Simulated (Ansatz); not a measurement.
The calculation's input:

```
crystal:
  periodic: [false, false, false]
  atoms:
    - { symbol: Ta, position_ang: [-0.119591, -0.131377, -0.061902] }
    - { symbol: Cl, position_ang: [2.295668, -0.40641, -0.242549] }
    - { symbol: F, position_ang: [0.241695, 0.344891, 1.738844] }
    - { symbol: Cl, position_ang: [-0.242154, -0.435536, -2.370747] }
    - { symbol: Cl, position_ang: [-1.735767, 1.509191, -0.122109] }
    - { symbol: F, position_ang: [-0.921033, -1.743364, 0.379927] }
    - { symbol: Br, position_ang: [1.653961, 3.15232, -1.002654] }
    - { symbol: H, position_ang: [2.68302, 2.063386, -0.84971] }
basis:
  gaussian: { orbitals: def2-SVP }
hamiltonian:
  xc: pbe
relax:
  f_tol: 0.03
  max_steps: 50
output:
  orbitals: {}
```

Command:

```sh
ansatz run input.yaml --threads 4 --pin off --max-ram 5120MiB --backend cpu --events-out ev --progress --plain --runs-dir out
```

The fields are those of the run's last geometry, not of the input's.

Core potentials replace the inner electrons of Ta.

The calculation used RKS PBE/def2-SVP (Ansatz 0.2.0).

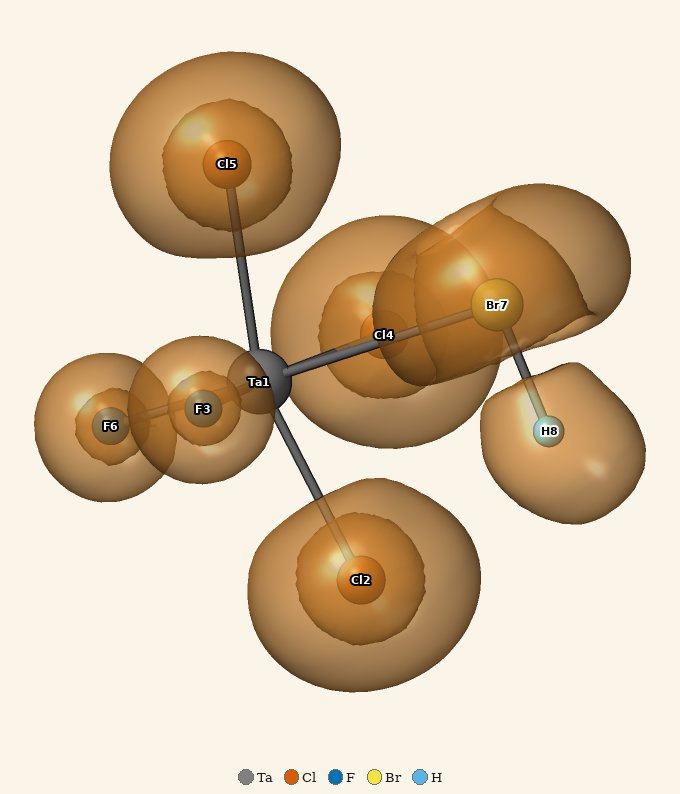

BrCl₃F₂HTa. Isosurface of the electron localisation function at 0.75 (orange), seen at a tilt. Only the valence region is drawn (cores and ρ < 0.01 e/Å³ removed).

Where are the electrons localised?

The surface consists of one region around a hydrogen nucleus, one region wrapped around Br (its valence shell), three regions wrapped around Cl (the valence shell of each) and two regions wrapped around F (the valence shell of each).

Values along the shortest contacts:
Ta–F (1.86 Å): the ELF peaks at about 0.80 in the valence shell of F, 0.5 Å from its nucleus, and drops to about 0.25 between the two atoms. Ta–Cl (2.34 Å): the ELF peaks at about 0.85 in the valence shell of Cl, 0.8 Å from its nucleus, and is about 0.35 at the midpoint.
